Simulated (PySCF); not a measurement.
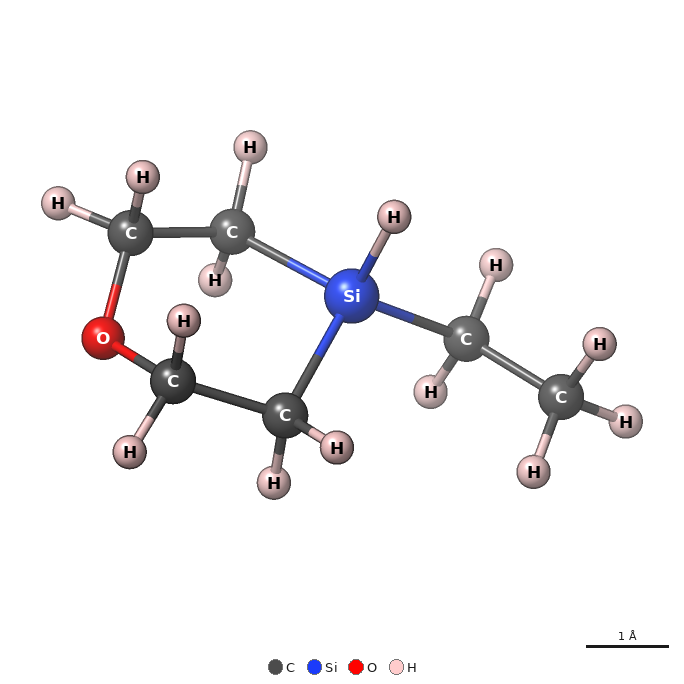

Distant atoms are faded towards the background colour. Computed geometry: PBE0-D3(BJ)/def2-SVP optimisation. No frequency run is at hand to confirm it as a minimum. Masses are those of the most abundant isotopes; constants are for the rigid equilibrium geometry.

> What kind of rotor is it, and what are its rotational constants in MHz?

An asymmetric top (C1): A = 3357, B = 1037, C = 857 MHz. Ray's parameter κ is −0.86, close to the prolate limit.
